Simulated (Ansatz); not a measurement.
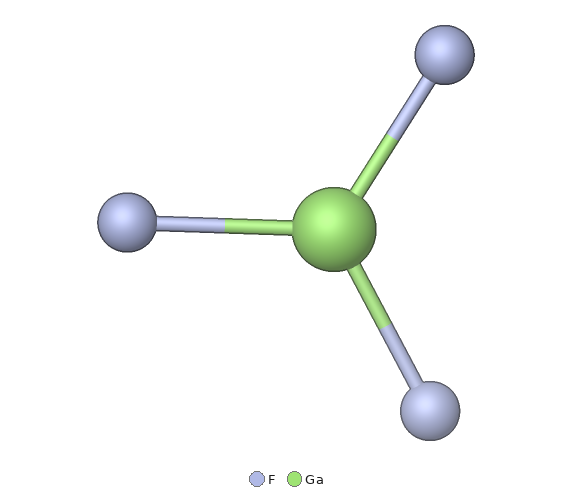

All atoms lie in one plane, which faces the viewer. Computed geometry: PBE0-D4/def2-TZVP optimisation. No frequency run is at hand to confirm it as a minimum.

Which symmetry elements does this geometry have?

Answer. It has 1 C3 axis, 3 C2 axes, 1 S3 axis and 4 mirror planes, so the point group is D3h. The group has 12 operations. The geometry is achiral, and symmetry forbids a dipole moment.
